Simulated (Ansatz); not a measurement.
The compound is KNiF3 (cubic perovskite) (Pm-3m).

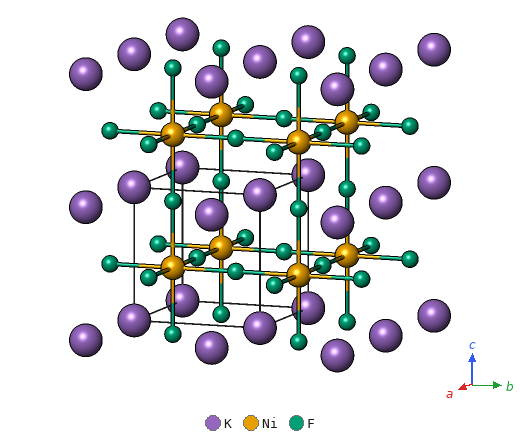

The structure (potassium purple, nickel orange, fluorine teal). 2×2×2 cells are drawn. Some periodic images of atoms are drawn too.

It takes space group Pm-3m (No. 221, cubic). The conventional cell has a = 3.875 Å, b = 3.875 Å, c = 3.875 Å, α = 90.00°, β = 90.00°, γ = 90.00°. Nearest to K lie 12 F at 2.74 Å. Nearest to Ni lie 6 F at 1.94 Å. Nearest to F lie 2 Ni at 1.94 Å and 4 K at 2.74 Å. Farther neighbours and most contacts between anions are not listed.

```yaml
crystal:
  lattice:
    - [0.00000, -3.87497, 0.00000]
    - [0.00000, 0.00000, 3.87497]
    - [-3.87497, 0.00000, 0.00000]
  atoms:
    - { symbol: K, position: [0.00000, 0.00000, 0.00000] }
    - { symbol: Ni, position: [0.50000, 0.50000, 0.50000] }
    - { symbol: F, position: [0.50000, 0.50000, 0.00000] }
    - { symbol: F, position: [0.50000, 0.00000, 0.50000] }
    - { symbol: F, position: [0.00000, 0.50000, 0.50000] }
```

The structure was relaxed with LDA. The structure type comes from a generator and need not be one that this composition takes. The structure was generated from a model, not taken from a measurement. The runs that relaxed it are not among those shown. The program's search for lower electronic states was switched off, so nothing shows that the state found is the lowest. PAW set soft_2, made with PBE.

A constrained-RPA run (Ansatz 0.2.0; non-magnetic LDA; Ni d, bands v4 to c1, 4×4×4 mesh, medium accuracy) builds 5 functions on bands 2.8 eV wide, with 8.0 electrons in the window. The bare on-site interaction is 23.3 eV and the bare J 0.78 eV.

Question: What U and J survive the screening?

On the Ni d shell, U = 8.23 eV (35 % of the bare value), U′ = 6.93 eV, J = 0.65 eV.

The parent state is non-magnetic and the interaction static (zero frequency); U depends on the window and the orbitals, so it belongs to this model alone.

[Paths, hosts, dates, memory and timing lines, banners, echoed tables and standing remarks are left out of the program output.]

[Logs are printed without paths, hosts, clocks, repeated set-up lines and the standing remarks that a program may print on its own settings, such as how far it seeks lower states.]

[Runs of the session that timed out or met a known fault of the program may be left out.]

[Hosts, paths, dates, database ids (printed as entryN), source tags and the programs' standing remarks are cut or masked in the printed files.]
